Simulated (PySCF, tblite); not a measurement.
# C5H10F2: dynamics, then NMR shifts on frames, part 2 of 2

tblite 0.8.0 and PySCF 2.14.0. Atoms count from 0. The steps go on from the part before.

## Step 6: Shielding tensors: 800 fs, PBE0/pcSseg-1

The job: settings as JSON, then the geometry in Å.

```
{"job": {"kind": "nmr", "xc": "PBE0", "basis": "pcSseg-1", "pop": false}, "charge": 0, "multiplicity": 1}
C      1.735700     0.516900     1.569800
C      0.363700    -0.212400     1.548100
C     -0.777900     0.668800     1.173800
C     -2.099600    -0.081600     0.879900
C     -3.038800     0.554300    -0.107900
F     -2.829400    -0.297300     2.030100
F     -1.864800    -1.431300     0.464400
H      1.801800     1.006400     2.585000
H      2.549800    -0.180200     1.692900
H      1.789900     1.273000     0.847200
H      0.445200    -1.003300     0.840800
H      0.136700    -0.688800     2.480300
H     -0.571100     1.166300     0.256700
H     -0.974600     1.379700     1.952900
H     -2.513900     0.451900    -1.095900
H     -3.933800    -0.028000    -0.099600
H     -3.216800     1.546400     0.181000
```

Level: GIAO PBE0/pcSseg-1 NMR shielding, non-relativistic, gas phase.

Output:

```text
coarse grid: 13808 points
cycle   1  E = -395.5915467523  dE =  6.503e-01  |g| = 7.846e-01  |ddm| = 3.367e+00
cycle   2  E = -395.4883947844  dE =  1.032e-01  |g| = 1.154e+00  |ddm| = 1.139e+00
cycle   3  E = -395.7056420428  dE = -2.172e-01  |g| = 9.548e-02  |ddm| = 6.807e-01
cycle   4  E = -395.7074299372  dE = -1.788e-03  |g| = 3.505e-02  |ddm| = 8.770e-02
cycle   5  E = -395.7076751549  dE = -2.452e-04  |g| = 7.734e-03  |ddm| = 2.971e-02
cycle   6  E = -395.7076856546  dE = -1.050e-05  |g| = 2.659e-03  |ddm| = 7.410e-03
cycle   7  E = -395.7076867282  dE = -1.074e-06  |g| = 5.705e-04  |ddm| = 1.876e-03
final grid: 132968 points
cycle   8  E = -395.7647368953  dE = -6.009e-05  |g| = 9.430e-03  |ddm| = 2.766e-02
cycle   9  E = -395.7647270689  dE =  9.826e-06  |g| = 1.217e-02  |ddm| = 1.560e-02
cycle  10  E = -395.7647574220  dE = -3.035e-05  |g| = 1.370e-03  |ddm| = 8.353e-03
cycle  11  E = -395.7647577110  dE = -2.889e-07  |g| = 2.668e-04  |ddm| = 1.022e-03
cycle  12  E = -395.7647577225  dE = -1.153e-08  |g| = 7.943e-05  |ddm| = 1.930e-04
cycle  13  E = -395.7647577238  dE = -1.348e-09  |g| = 2.114e-05  |ddm| = 7.560e-05
cycle  14  E = -395.7647577239  dE = -7.367e-11  |g| = 7.136e-06  |ddm| = 1.734e-05
converged SCF energy = -395.7647577239

GIAO shielding tensors (ppm)
atom      isotropic    diamagn.    paramagn.     s11        s22        s33       span
  0 C      174.530     242.751     -68.221    158.625    168.708    196.256     37.631
  1 C      173.517     248.742     -75.225    160.272    176.109    184.171     23.899
  2 C      147.332     252.617    -105.286    124.740    140.985    176.270     51.530
  3 C       47.277     239.632    -192.355     24.699     47.295     69.837     45.139
  4 C      157.156     251.946     -94.789    138.456    148.761    184.252     45.796
  5 F      270.253     472.361    -202.108    147.854    322.635    340.271    192.416
  6 F      264.192     479.114    -214.921    139.086    306.831    346.660    207.575
  7 H       29.823      27.037       2.786     25.373     27.789     36.309     10.936
  8 H       30.417      28.576       1.842     25.686     27.641     37.924     12.238
  9 H       31.962      30.616       1.346     27.305     30.551     38.029     10.725
 10 H       30.589      33.914      -3.325     23.876     32.193     35.698     11.822
 11 H       30.773      31.611      -0.838     25.135     30.841     36.343     11.209
 12 H       30.850      35.324      -4.474     25.634     32.629     34.288      8.653
 13 H       30.160      31.576      -1.416     26.275     30.368     33.837      7.562
 14 H       29.459      29.988      -0.528     25.909     27.921     34.548      8.639
 15 H       30.057      28.338       1.719     26.376     28.201     35.593      9.218
 16 H       30.912      30.144       0.768     27.406     29.446     35.883      8.477
```

Wall time 60 s (1 thread of AMD EPYC, shared host); peak memory 0.77 GiB.

Key values: δ C3 139.6, C2 39.6, C4 29.8, C1 13.4, H14 2.26, H7 1.89 ppm.

## Step 7: Nuclear shieldings: 1000 fs, PBE0/pcSseg-1

The job: settings as JSON, then the geometry in Å.

```
{"job": {"kind": "nmr", "xc": "PBE0", "basis": "pcSseg-1", "pop": false}, "charge": 0, "multiplicity": 1}
C      1.073500     1.179800     2.214400
C      0.023300     0.199100     1.604700
C     -1.063800     0.867100     0.754300
C     -2.306500     0.020600     0.894500
C     -3.524300     0.671400     0.124600
F     -2.661900    -0.210500     2.222000
F     -2.099200    -1.262800     0.455100
H      0.577200     1.637700     3.141900
H      1.895500     0.656500     2.712600
H      1.448800     1.981400     1.483300
H      0.604900    -0.451100     0.986000
H     -0.343500    -0.491600     2.393800
H     -0.754000     0.896700    -0.254100
H     -1.325100     1.796700     1.157800
H     -3.156800     1.170800    -0.821600
H     -4.308200     0.008500    -0.144200
H     -3.978100     1.497700     0.771500
```

Method: GIAO PBE0/pcSseg-1 NMR shielding, non-relativistic, gas phase.

Output:

```text
coarse grid: 13808 points
cycle   1  E = -395.5964195375  dE =  4.988e-01  |g| = 7.548e-01  |ddm| = 3.346e+00
cycle   2  E = -395.5098283714  dE =  8.659e-02  |g| = 1.086e+00  |ddm| = 1.033e+00
cycle   3  E = -395.7012834948  dE = -1.915e-01  |g| = 8.121e-02  |ddm| = 6.057e-01
cycle   4  E = -395.7025321202  dE = -1.249e-03  |g| = 3.365e-02  |ddm| = 7.885e-02
cycle   5  E = -395.7027770730  dE = -2.450e-04  |g| = 5.385e-03  |ddm| = 2.796e-02
cycle   6  E = -395.7027829242  dE = -5.851e-06  |g| = 1.835e-03  |ddm| = 5.975e-03
final grid: 132968 points
cycle   7  E = -395.7602447447  dE = -4.932e-05  |g| = 8.867e-03  |ddm| = 2.795e-02
cycle   8  E = -395.7602343735  dE =  1.037e-05  |g| = 1.181e-02  |ddm| = 1.483e-02
cycle   9  E = -395.7602624412  dE = -2.807e-05  |g| = 1.005e-03  |ddm| = 7.931e-03
cycle  10  E = -395.7602626008  dE = -1.596e-07  |g| = 3.003e-04  |ddm| = 8.044e-04
cycle  11  E = -395.7602626167  dE = -1.590e-08  |g| = 5.454e-05  |ddm| = 1.936e-04
cycle  12  E = -395.7602626173  dE = -5.934e-10  |g| = 2.000e-05  |ddm| = 5.827e-05
converged SCF energy = -395.7602626173

GIAO shielding tensors (ppm)
atom      isotropic    diamagn.    paramagn.     s11        s22        s33       span
  0 C      163.278     243.067     -79.789    147.886    160.492    181.456     33.570
  1 C      169.018     249.872     -80.854    154.086    172.954    180.015     25.929
  2 C      150.443     249.693     -99.250    132.862    142.188    176.279     43.417
  3 C       52.873     240.921    -188.048     27.357     53.054     78.208     50.850
  4 C      151.415     246.902     -95.487    132.818    135.426    186.001     53.183
  5 F      278.612     474.359    -195.747    150.765    323.296    361.775    211.010
  6 F      287.118     479.334    -192.217    182.615    326.532    352.206    169.591
  7 H       29.068      26.509       2.559     24.696     27.714     34.796     10.100
  8 H       30.031      28.240       1.791     25.753     27.249     37.089     11.336
  9 H       29.300      27.755       1.545     25.040     27.470     35.390     10.349
 10 H       30.480      35.047      -4.567     24.734     30.606     36.098     11.364
 11 H       29.361      31.383      -2.023     23.546     30.702     33.834     10.288
 12 H       30.420      34.587      -4.167     26.154     30.318     34.787      8.632
 13 H       31.329      33.577      -2.248     26.798     32.766     34.422      7.624
 14 H       29.192      28.542       0.650     25.301     28.291     33.984      8.683
 15 H       30.064      27.160       2.904     26.444     27.532     36.216      9.771
 16 H       28.729      25.441       3.288     25.494     26.684     34.008      8.515
```

Wall time 58 s (1 thread of AMD EPYC, shared host); peak memory 0.77 GiB.

In short: δ C3 134.1, C2 36.5, C4 35.5, C0 23.6, H16 2.99, H7 2.65 ppm.

## Step 8: Run by run: NMR shifts

Shifts (ppm) of some atoms, chosen among heavy atoms and hydrogens apart, with basis size and wall time:

```csv
frame,C3,C2,C0,H16,H9,F6,F5,functions,time
250 fs,134.9,48.2,16.0,2.24,1.02,-95.0,-117.0,169,93 s
425 fs,136.1,50.9,16.8,2.42,0.82,-103.5,-85.5,169,65 s
625 fs,130.8,46.2,18.5,1.50,1.88,-115.9,-119.9,169,72 s
800 fs,139.6,39.6,12.4,0.81,-0.24,-93.2,-99.3,169,60 s
1000 fs,134.1,36.5,23.6,2.99,2.42,-116.2,-107.7,169,58 s
```

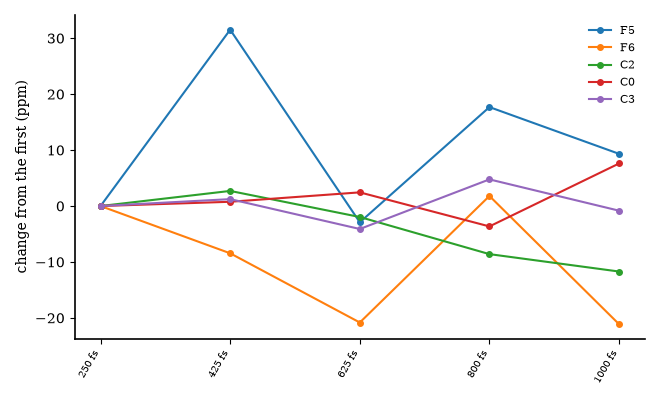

How five of the tabulated atoms move from run to run.

## Step 9: Results

This closing draws on all 2 parts.

| quantity | value |
| --- | --- |
| thermostat | 300 K |
| mean temperature, second half | 340 K |
| mean potential energy above the minimum | 0.70 eV |
| ¹³C shifts against TMS (PBE0/pcSseg-1, 250 fs) | 134.9, 48.2, 27.2, 17.3, 16.0 ppm |
| ¹H shifts against TMS (PBE0/pcSseg-1, 250 fs) | 2.24, 1.96, 1.94, 1.75, 1.60, 1.57, 1.41, 1.16, 1.02, 0.64 ppm |
| ¹⁹F shifts against CFCl3 (PBE0/pcSseg-1, 250 fs) | -95.0, -117.0 ppm |
| surface potential, 1st and 99th percentile | -1.14 V and 0.89 V |
| range of the shift of F5 | -119.9 to -85.5 ppm |

In words: In the second half the potential energy averages 0.70 eV above the minimum; equipartition over 45 harmonic modes at 300 K would give 0.58 eV. With 17 atoms the temperature swings widely (184 to 487 K). Shifts at one fixed geometry are not the observed spectrum, which averages over the motion. In the first frame run (250 fs): Shielding is most anisotropic at F6 (span 242 ppm, paramagnetic term -211 ppm). In ppm, F5 moves most: its shift spreads over 34.4 ppm, from -119.9 (625 fs) to -85.5 (425 fs).
